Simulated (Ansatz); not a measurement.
# CoO+ (quintet): energies up the ladder

Aim: energies up the ladder, for CoO+ (quintet), with the cost of each level. Charge +1. Spin multiplicity 5.

Program: Ansatz 0.2.0. Level of theory: the levels named in each step. These are calculated values, not measurements.

## (1) The system as given

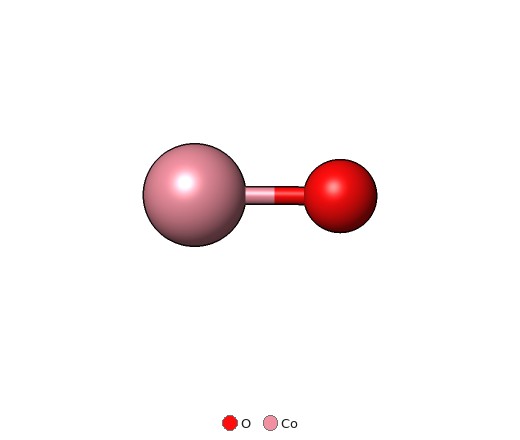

The starting structure, seen from a chosen angle (oxygen red, cobalt pink).

Structure file:

```xyz
2

O     0.0000    0.0000    0.0000
Co    0.0000    0.0000    1.5336
```

## (2) A rough first relaxation, PBE-D4/def2-SVP

Input file input.yaml:

```yaml
crystal:
  periodic: [false, false, false]
  atoms:
    - { symbol: O, position_ang: [0.0, 0.0, 0.0] }
    - { symbol: Co, position_ang: [0.0, 0.0, 1.53362] }
magnetization:
  spin_polarized: true
  initial_magnetization: 4
total_charge: 1
basis:
  gaussian: { orbitals: def2-SVP }
hamiltonian:
  xc: pbe
  dispersion: d4
relax:
  f_tol: 0.03
  max_steps: 200
```

Started as:

```console
$ ansatz run input.yaml --threads 2 --pin off --max-ram 5120MiB --backend cpu --events-out ev --progress --plain --runs-dir out
```

Log:

```text
Warning: RAYON_NUM_THREADS=2 ignored (pool sized by the plan → 2); use --threads N
The last accepted step is kept in <dir> (removed where the run ends without a failure and the disk answers)
Engine: ansatz 0.2.0, x86_64-unknown-linux-gnu
Functional definition: PBE
  parameter kappa = 0.804
  parameter beta = 0.06672455060314922
  exchange = pbe_x(kappa = kappa, mu = beta*pi^2/3)
  correlation = pbe_c(beta = beta)
529 factors; their error is unknown
mean field evaluation 1: about -39634.8962 eV, gradient 6.4e1 eV
mean field evaluation 2: about -39435.1011 eV, gradient 1.9e2 eV
mean field evaluation 4: about -39644.9146 eV, gradient 3.5e1 eV
mean field evaluation 8: about -39648.4205 eV, gradient 8.6e0 eV
mean field evaluation 16: about -39648.6324 eV, gradient 8.4e-4 eV
mean field -39648.63239256 eV, -1457.0603656182 hartree, gradient 3.1e-5 eV, S^2 6.003249; 1 other end points of the search recorded, 0 dependent functions left out
the calculation of the forces begins
reference -39648.63246517 eV, -1457.0603682865 hartree; 19, 15 occupied and 26, 30 virtual orbitals, 529 factors
relax step   1: F+E_penalty+E_count = -39648.65275987 eV  Δ(F+E_penalty+E_count) = +0.000e0 eV  max|allowed force component| = 3.625e0 eV/Å  Δτ_max = 0.0000 Å  (46 SCF iters, accepted)
these checks for a lower state are left out or cut short: starts, cluster_reference, orbital_swaps, neighbouring_geometries, increment
529 factors; their error is unknown
mean field evaluation 32: about -39648.7258 eV, gradient 5.7e-5 eV
mean field -39648.72580878 eV, -1457.0637986012 hartree, gradient 5.7e-5 eV, S^2 6.003444; 0 other end points of the search recorded, 0 dependent functions left out
the calculation of the forces begins
reference -39648.72588721 eV, -1457.0638014832 hartree; 19, 15 occupied and 26, 30 virtual orbitals, 529 factors
relax step   2: F+E_penalty+E_count = -39648.74609194 eV  Δ(F+E_penalty+E_count) = -9.333e-2 eV  max|allowed force component| = 1.893e0 eV/Å  Δτ_max = 0.0171 Å  (28 SCF iters, accepted)
these checks for a lower state are left out or cut short: starts, cluster_reference, orbital_swaps, neighbouring_geometries, increment
529 factors; their error is unknown
mean field -39648.76890860 eV, -1457.0653824902 hartree, gradient 1.5e-5 eV, S^2 6.003694; 0 other end points of the search recorded, 0 dependent functions left out
the calculation of the forces begins
reference -39648.76899054 eV, -1457.0653855013 hartree; 19, 15 occupied and 26, 30 virtual orbitals, 529 factors
relax step   3: F+E_penalty+E_count = -39648.78911194 eV  Δ(F+E_penalty+E_count) = -4.302e-2 eV  max|allowed force component| = 8.699e-2 eV/Å  Δτ_max = 0.0227 Å  (31 SCF iters, accepted)
these checks for a lower state are left out or cut short: starts, cluster_reference, orbital_swaps, neighbouring_geometries, increment
529 factors; their error is unknown
mean field -39648.76902171 eV, -1457.0653866469 hartree, gradient 9.6e-6 eV, S^2 6.003709; 0 other end points of the search recorded, 0 dependent functions left out
the calculation of the forces begins
reference -39648.76910375 eV, -1457.0653896619 hartree; 19, 15 occupied and 26, 30 virtual orbitals, 529 factors
relax step   4: F+E_penalty+E_count = -39648.78922160 eV  Δ(F+E_penalty+E_count) = -1.097e-4 eV  max|allowed force component| = 7.870e-3 eV/Å  Δτ_max = 0.0014 Å  (27 SCF iters, accepted)
529 factors; their error is unknown
mean field evaluation 64: about -39648.6570 eV, gradient 6.1e0 eV
mean field -39648.76902171 eV, -1457.0653866469 hartree, gradient 9.6e-6 eV, S^2 6.003709; 3 other end points of the search recorded, 0 dependent functions left out
the calculation of the forces begins
reference -39648.76910375 eV, -1457.0653896619 hartree; 19, 15 occupied and 26, 30 virtual orbitals, 529 factors
Total energy: -39648.78930364 eV, -1457.0661319943 hartree
Atom 0 at    -0.000000    -0.000000    -0.041185 Å, force    -0.000000     0.000000     0.007870 eV/Å
Atom 1 at     0.000000     0.000000     1.574805 Å, force     0.000000    -0.000000    -0.007870 eV/Å
Dipole moment:     0.000000    -0.000000     0.855078 e Å
```

It took 3.4 s on 2 threads of Intel Xeon Platinum 8488C (Sapphire Rapids), shared host; peak memory 0.12 GiB.

Relaxation path:

| step | energy from step 1 (eV) | largest force component (eV/Å) |
| --- | --- | --- |
| 1 | 0.0000 | 3.6246 |
| 2 | -0.0933 | 1.8931 |
| 3 | -0.1364 | 0.0870 |
| 4 | -0.1365 | 0.0079 |

Step 1 is the start.

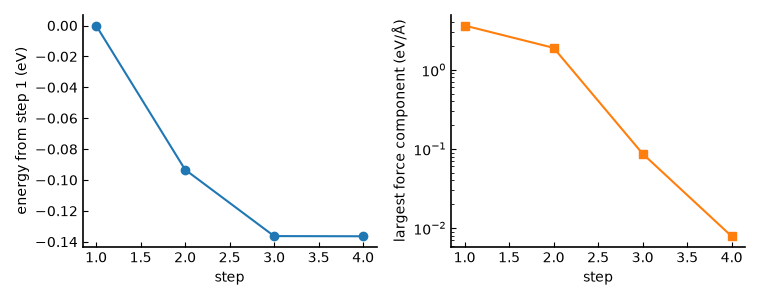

Energy and largest force along the relaxation.

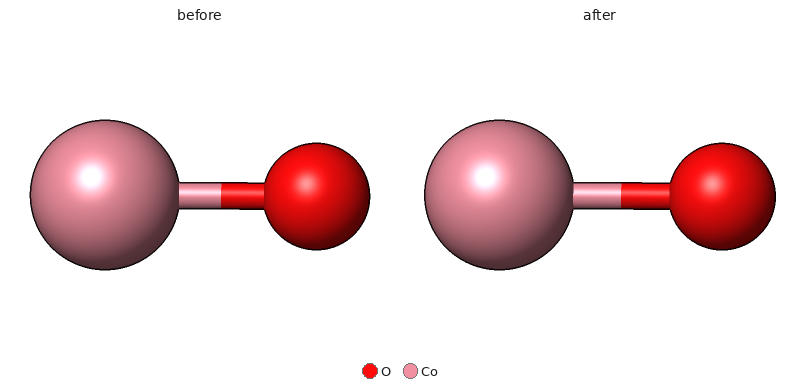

Before and after, at one scale.

Before: Bond lengths: O1–Co2 1.534 Å.

After: Bond lengths: O1–Co2 1.616 Å.

## (3) Relaxation, PBE0-D4/def2-TZVPP

Input file input.yaml:

```yaml
crystal:
  periodic: [false, false, false]
  atoms:
    - { symbol: O, position_ang: [0.0, 0.0, -0.04118511] }
    - { symbol: Co, position_ang: [0.0, 0.0, 1.57480511] }
magnetization:
  spin_polarized: true
  initial_magnetization: 4
total_charge: 1
basis:
  gaussian: { orbitals: def2-TZVPP }
hamiltonian:
  xc: pbe0
  dispersion: d4
relax:
  f_tol: 0.002
  max_steps: 150
```

Started as:

```console
$ ansatz run input.yaml --threads 2 --pin off --max-ram 5120MiB --backend cpu --events-out ev --progress --plain --runs-dir out
```

Log:

```text
Warning: RAYON_NUM_THREADS=2 ignored (pool sized by the plan → 2); use --threads N
[... 2 set-up lines as earlier in the session ...]
Functional definition: PBE0
  parameter a = 0.25
[... 2 set-up lines as earlier in the session ...]
  exchange = (1 - a)*pbe_x(kappa = kappa, mu = beta*pi^2/3) + a*exact_x
[... 1 set-up line as earlier in the session ...]
722 factors; their error is unknown
mean field evaluation 1: about -39638.1690 eV, gradient 1.0e2 eV
mean field evaluation 2: about -39330.2567 eV, gradient 3.0e2 eV
mean field evaluation 4: about -39652.2162 eV, gradient 3.5e1 eV
mean field evaluation 8: about -39655.9772 eV, gradient 6.1e-1 eV
mean field evaluation 16: about -39656.1292 eV, gradient 6.9e-4 eV
mean field evaluation 32: about -39655.9306 eV, gradient 1.7e0 eV
mean field -39656.12922893 eV, -1457.3358692734 hartree, gradient 8.7e-6 eV, S^2 6.017770; 3 other end points of the search recorded, 0 dependent functions left out
the calculation of the forces begins
reference -39656.12925136 eV, -1457.3358700976 hartree; 19, 15 occupied and 76, 80 virtual orbitals, 722 factors
relax step   1: F+E_penalty+E_count = -39656.14585821 eV  Δ(F+E_penalty+E_count) = +0.000e0 eV  max|allowed force component| = 2.511e-1 eV/Å  Δτ_max = 0.0000 Å  (100 SCF iters, accepted)
these checks for a lower state are left out or cut short: starts, cluster_reference, orbital_swaps, neighbouring_geometries, increment
722 factors; their error is unknown
mean field -39656.12986673 eV, -1457.3358927120 hartree, gradient 1.5e-5 eV, S^2 6.017861; 0 other end points of the search recorded, 0 dependent functions left out
the calculation of the forces begins
reference -39656.12988917 eV, -1457.3358935369 hartree; 19, 15 occupied and 76, 80 virtual orbitals, 722 factors
relax step   2: F+E_penalty+E_count = -39656.14649324 eV  Δ(F+E_penalty+E_count) = -6.350e-4 eV  max|allowed force component| = 1.630e-1 eV/Å  Δτ_max = 0.0015 Å  (64 SCF iters, accepted)
these checks for a lower state are left out or cut short: starts, cluster_reference, orbital_swaps, neighbouring_geometries, increment
722 factors; their error is unknown
mean field evaluation 64: about -39656.1303 eV, gradient 2.3e-5 eV
mean field -39656.13034560 eV, -1457.3359103103 hartree, gradient 1.4e-5 eV, S^2 6.018025; 0 other end points of the search recorded, 0 dependent functions left out
the calculation of the forces begins
reference -39656.13036808 eV, -1457.3359111364 hartree; 19, 15 occupied and 76, 80 virtual orbitals, 722 factors
relax step   3: F+E_penalty+E_count = -39656.14696749 eV  Δ(F+E_penalty+E_count) = -4.743e-4 eV  max|allowed force component| = 4.365e-3 eV/Å  Δτ_max = 0.0029 Å  (64 SCF iters, accepted)
these checks for a lower state are left out or cut short: starts, cluster_reference, orbital_swaps, neighbouring_geometries, increment
722 factors; their error is unknown
mean field -39656.13034570 eV, -1457.3359103140 hartree, gradient 1.2e-5 eV, S^2 6.018035; 0 other end points of the search recorded, 0 dependent functions left out
the calculation of the forces begins
reference -39656.13036818 eV, -1457.3359111401 hartree; 19, 15 occupied and 76, 80 virtual orbitals, 722 factors
relax step   4: F+E_penalty+E_count = -39656.14696733 eV  Δ(F+E_penalty+E_count) = +1.653e-7 eV  max|allowed force component| = 5.288e-3 eV/Å  Δτ_max = 0.0002 Å  (50 SCF iters, rejected (line search))
these checks for a lower state are left out or cut short: starts, cluster_reference, orbital_swaps, neighbouring_geometries, increment
722 factors; their error is unknown
mean field -39656.13034607 eV, -1457.3359103276 hartree, gradient 1.7e-5 eV, S^2 6.018030; 0 other end points of the search recorded, 0 dependent functions left out
the calculation of the forces begins
reference -39656.13036855 eV, -1457.3359111537 hartree; 19, 15 occupied and 76, 80 virtual orbitals, 722 factors
relax step   5: F+E_penalty+E_count = -39656.14696784 eV  Δ(F+E_penalty+E_count) = -3.496e-7 eV  max|allowed force component| = 1.488e-5 eV/Å  Δτ_max = 0.0001 Å  (47 SCF iters, accepted)
722 factors; their error is unknown
mean field evaluation 96: about -39655.9819 eV, gradient 9.8e-1 eV
mean field -39656.13034607 eV, -1457.3359103276 hartree, gradient 1.7e-5 eV, S^2 6.018030; 4 other end points of the search recorded, 0 dependent functions left out
the calculation of the forces begins
reference -39656.13036855 eV, -1457.3359111537 hartree; 19, 15 occupied and 76, 80 virtual orbitals, 722 factors
Total energy: -39656.14699032 eV, -1457.3365219924 hartree
Atom 0 at     0.000000     0.000000    -0.045654 Å, force     0.000000    -0.000000    -0.000015 eV/Å
Atom 1 at    -0.000000    -0.000000     1.579274 Å, force    -0.000000     0.000000     0.000015 eV/Å
Dipole moment:     0.000000    -0.000000     0.887456 e Å
```

Run time: 16 s. Hardware: 2 threads of Intel Xeon Platinum 8488C (Sapphire Rapids), shared host; peak memory 0.28 GiB.

The steps of the relaxation:

| step | energy from step 1 (eV) | largest force component (eV/Å) |
| --- | --- | --- |
| 1 | 0.0000 | 0.2511 |
| 2 | -0.0006 | 0.1630 |
| 3 | -0.0011 | 0.0044 |
| 4 | -0.0011 | 0.0053 |
| 5 | -0.0011 | 0.0000 |

Step 1 is the start. Step 4 was tried and not accepted.

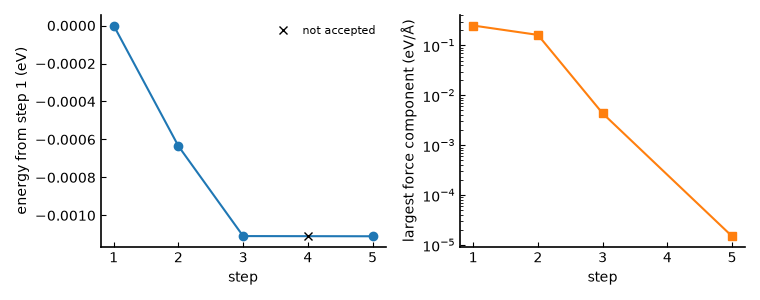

Energy and largest force along the relaxation.

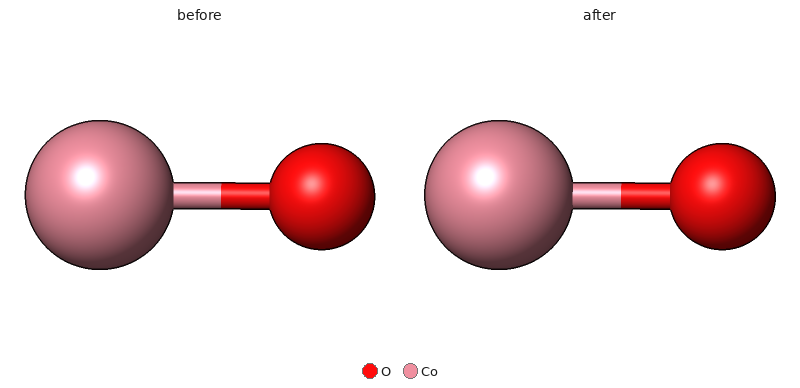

The structure before (left) and after (right) the relaxation, drawn at the same scale. The change is too small to see at this scale.

Before: Bond lengths: O1–Co2 1.616 Å.

After: Bond lengths: O1–Co2 1.625 Å.

## (4) Frequencies, PBE0-D4/def2-TZVPP

Input file input.yaml:

```yaml
crystal:
  periodic: [false, false, false]
  atoms:
    - { symbol: O, position_ang: [0.0, 0.0, -0.04565365] }
    - { symbol: Co, position_ang: [0.0, 0.0, 1.57927365] }
magnetization:
  spin_polarized: true
  initial_magnetization: 4
total_charge: 1
basis:
  gaussian: { orbitals: def2-TZVPP }
hamiltonian:
  xc: pbe0
  dispersion: d4
phonons: {}
```

Started as:

```console
$ ansatz run input.yaml --threads 2 --pin off --max-ram 5120MiB --backend cpu --events-out ev --progress --plain --runs-dir out
```

Log:

```text
Warning: RAYON_NUM_THREADS=2 ignored (pool sized by the plan → 2); use --threads N
[... 7 set-up lines as earlier in the session ...]
722 factors; their error is unknown
mean field evaluation 1: about -39637.8199 eV, gradient 1.0e2 eV
mean field evaluation 2: about -39319.7462 eV, gradient 3.1e2 eV
mean field evaluation 4: about -39652.7132 eV, gradient 3.2e1 eV
mean field evaluation 8: about -39655.9772 eV, gradient 7.3e-1 eV
mean field evaluation 16: about -39656.1303 eV, gradient 2.3e-3 eV
mean field evaluation 32: about -39654.9456 eV, gradient 8.8e0 eV
mean field -39656.13034607 eV, -1457.3359103276 hartree, gradient 7.2e-6 eV, S^2 6.018030; 3 other end points of the search recorded, 0 dependent functions left out
the calculation of the forces begins
reference -39656.13036855 eV, -1457.3359111537 hartree; 19, 15 occupied and 76, 80 virtual orbitals, 722 factors
these checks for a lower state are left out or cut short: stability, starts, cluster_reference, orbital_swaps, neighbouring_geometries, increment
722 factors; their error is unknown
mean field -39656.13034607 eV, -1457.3359103276 hartree, gradient 1.0e-6 eV, S^2 6.018030; 0 other end points of the search recorded, 0 dependent functions left out
the calculation of the forces begins
reference -39656.13036855 eV, -1457.3359111537 hartree; 19, 15 occupied and 76, 80 virtual orbitals, 722 factors
these checks for a lower state are left out or cut short: stability, starts, cluster_reference, orbital_swaps, neighbouring_geometries, increment
722 factors; their error is unknown
mean field -39656.13034607 eV, -1457.3359103276 hartree, gradient 1.0e-6 eV, S^2 6.018030; 0 other end points of the search recorded, 0 dependent functions left out
the calculation of the forces begins
reference -39656.13036855 eV, -1457.3359111537 hartree; 19, 15 occupied and 76, 80 virtual orbitals, 722 factors
these checks for a lower state are left out or cut short: stability, starts, cluster_reference, orbital_swaps, neighbouring_geometries, increment
722 factors; their error is unknown
mean field -39656.13034607 eV, -1457.3359103276 hartree, gradient 9.5e-7 eV, S^2 6.018030; 0 other end points of the search recorded, 0 dependent functions left out
the calculation of the forces begins
reference -39656.13036855 eV, -1457.3359111537 hartree; 19, 15 occupied and 76, 80 virtual orbitals, 722 factors
these checks for a lower state are left out or cut short: stability, starts, cluster_reference, orbital_swaps, neighbouring_geometries, increment
722 factors; their error is unknown
mean field evaluation 64: about -39656.1303 eV, gradient 1.5e-6 eV
mean field -39656.13034607 eV, -1457.3359103276 hartree, gradient 9.5e-7 eV, S^2 6.018030; 0 other end points of the search recorded, 0 dependent functions left out
the calculation of the forces begins
reference -39656.13036855 eV, -1457.3359111537 hartree; 19, 15 occupied and 76, 80 virtual orbitals, 722 factors
these checks for a lower state are left out or cut short: stability, starts, cluster_reference, orbital_swaps, neighbouring_geometries, increment
722 factors; their error is unknown
mean field -39656.13025866 eV, -1457.3359071152 hartree, gradient 1.3e-6 eV, S^2 6.017959; 0 other end points of the search recorded, 0 dependent functions left out
the calculation of the forces begins
reference -39656.13028113 eV, -1457.3359079408 hartree; 19, 15 occupied and 76, 80 virtual orbitals, 722 factors
these checks for a lower state are left out or cut short: stability, starts, cluster_reference, orbital_swaps, neighbouring_geometries, increment
722 factors; their error is unknown
mean field -39656.13026353 eV, -1457.3359072942 hartree, gradient 1.0e-6 eV, S^2 6.018100; 0 other end points of the search recorded, 0 dependent functions left out
the calculation of the forces begins
reference -39656.13028602 eV, -1457.3359081208 hartree; 19, 15 occupied and 76, 80 virtual orbitals, 722 factors
these checks for a lower state are left out or cut short: stability, starts, cluster_reference, orbital_swaps, neighbouring_geometries, increment
722 factors; their error is unknown
mean field -39656.13034607 eV, -1457.3359103276 hartree, gradient 1.0e-6 eV, S^2 6.018030; 0 other end points of the search recorded, 0 dependent functions left out
the calculation of the forces begins
reference -39656.13036855 eV, -1457.3359111537 hartree; 19, 15 occupied and 76, 80 virtual orbitals, 722 factors
these checks for a lower state are left out or cut short: stability, starts, cluster_reference, orbital_swaps, neighbouring_geometries, increment
722 factors; their error is unknown
mean field -39656.13034607 eV, -1457.3359103276 hartree, gradient 1.0e-6 eV, S^2 6.018030; 0 other end points of the search recorded, 0 dependent functions left out
the calculation of the forces begins
reference -39656.13036855 eV, -1457.3359111537 hartree; 19, 15 occupied and 76, 80 virtual orbitals, 722 factors
these checks for a lower state are left out or cut short: stability, starts, cluster_reference, orbital_swaps, neighbouring_geometries, increment
722 factors; their error is unknown
mean field evaluation 96: about -39656.1303 eV, gradient 5.9e-2 eV
mean field -39656.13034607 eV, -1457.3359103276 hartree, gradient 9.5e-7 eV, S^2 6.018030; 0 other end points of the search recorded, 0 dependent functions left out
the calculation of the forces begins
reference -39656.13036855 eV, -1457.3359111537 hartree; 19, 15 occupied and 76, 80 virtual orbitals, 722 factors
these checks for a lower state are left out or cut short: stability, starts, cluster_reference, orbital_swaps, neighbouring_geometries, increment
722 factors; their error is unknown
mean field -39656.13034607 eV, -1457.3359103276 hartree, gradient 9.5e-7 eV, S^2 6.018030; 0 other end points of the search recorded, 0 dependent functions left out
the calculation of the forces begins
reference -39656.13036855 eV, -1457.3359111537 hartree; 19, 15 occupied and 76, 80 virtual orbitals, 722 factors
these checks for a lower state are left out or cut short: stability, starts, cluster_reference, orbital_swaps, neighbouring_geometries, increment
722 factors; their error is unknown
mean field -39656.13026353 eV, -1457.3359072942 hartree, gradient 1.0e-6 eV, S^2 6.018100; 0 other end points of the search recorded, 0 dependent functions left out
the calculation of the forces begins
reference -39656.13028602 eV, -1457.3359081208 hartree; 19, 15 occupied and 76, 80 virtual orbitals, 722 factors
these checks for a lower state are left out or cut short: stability, starts, cluster_reference, orbital_swaps, neighbouring_geometries, increment
722 factors; their error is unknown
mean field -39656.13025866 eV, -1457.3359071152 hartree, gradient 1.3e-6 eV, S^2 6.017959; 0 other end points of the search recorded, 0 dependent functions left out
the calculation of the forces begins
reference -39656.13028113 eV, -1457.3359079408 hartree; 19, 15 occupied and 76, 80 virtual orbitals, 722 factors
Total energy: -39656.14699032 eV, -1457.3365219924 hartree
Atom 0 at     0.000000     0.000000    -0.045654 Å, force     0.000000    -0.000000    -0.000018 eV/Å
Atom 1 at     0.000000     0.000000     1.579274 Å, force    -0.000000     0.000000     0.000018 eV/Å
Dipole moment:    -0.000000     0.000000     0.887456 e Å
Vibrations: 766.50 cm⁻¹, zero-point energy 0.047517 eV
```

It took 13 s on 2 threads of Intel Xeon Platinum 8488C (Sapphire Rapids), shared host; peak memory 0.27 GiB.

Harmonic frequencies (cm⁻¹; negative: imaginary): 766.

## (5) Single point, PBE-D4/def2-TZVPP

Changes to input.yaml since step 4:

```diff
@@ -12,4 +12,3 @@
 hamiltonian:
-  xc: pbe0
+  xc: pbe
   dispersion: d4
-phonons: {}
```

Started as:

```console
$ ansatz run input.yaml --threads 2 --pin off --max-ram 5120MiB --backend cpu --events-out ev --progress --plain --runs-dir out
```

Log:

```text
Warning: RAYON_NUM_THREADS=2 ignored (pool sized by the plan → 2); use --threads N
[... 6 set-up lines as earlier in the session ...]
637 factors; their error is unknown
mean field evaluation 1: about -39633.7733 eV, gradient 1.1e2 eV
mean field evaluation 2: about -39233.2017 eV, gradient 3.1e2 eV
mean field evaluation 4: about -39643.4778 eV, gradient 7.2e1 eV
mean field evaluation 8: about -39655.5674 eV, gradient 2.2e1 eV
mean field evaluation 16: about -39656.7160 eV, gradient 3.4e-3 eV
mean field -39656.71602444 eV, -1457.3574336108 hartree, gradient 2.3e-5 eV, S^2 6.005705; 2 other end points of the search recorded, 0 dependent functions left out
reference -39656.71605385 eV, -1457.3574346913 hartree; 19, 15 occupied and 76, 80 virtual orbitals, 637 factors
Total energy: -39656.73624398 eV, -1457.3581766650 hartree
```

It took 1.6 s on 2 threads of Intel Xeon Platinum 8488C (Sapphire Rapids), shared host; peak memory 0.16 GiB.

## (6) Single point, r2SCAN-D4/def2-TZVPP

Changes to input.yaml since step 5:

```diff
@@ -12,3 +12,3 @@
 hamiltonian:
-  xc: pbe
+  xc: r2scan
   dispersion: d4
```

Started as:

```console
$ ansatz run input.yaml --threads 2 --pin off --max-ram 5120MiB --backend cpu --events-out ev --progress --plain --runs-dir out
```

Log:

```text
Warning: RAYON_NUM_THREADS=2 ignored (pool sized by the plan → 2); use --threads N
[... 1 set-up line as earlier in the session ...]
Functional definition: r2SCAN
  parameter k0 = 0.174
  parameter k1 = 0.065
  parameter a1 = 4.9479
  exchange = r2scan_x(k0 = k0, k1 = k1, a1 = a1)
  correlation = r2scan_c
637 factors; their error is unknown
mean field evaluation 1: about -39641.8292 eV, gradient 1.1e2 eV
mean field evaluation 2: about -39252.8955 eV, gradient 3.1e2 eV
mean field evaluation 4: about -39654.8797 eV, gradient 6.0e1 eV
mean field evaluation 8: about -39663.5708 eV, gradient 6.2e0 eV
mean field evaluation 16: about -39663.6598 eV, gradient 5.1e-4 eV
mean field -39663.65980802 eV, -1457.6126129506 hartree, gradient 5.8e-5 eV, S^2 6.011870; 1 other end points of the search recorded, 0 dependent functions left out
reference -39663.65981828 eV, -1457.6126133276 hartree; 19, 15 occupied and 76, 80 virtual orbitals, 637 factors
Total energy: -39663.66380784 eV, -1457.6127599411 hartree
```

Wall time 2.2 s (2 threads of Intel Xeon Platinum 8488C (Sapphire Rapids), shared host); peak memory 0.17 GiB.

[end of part 1 of 2]
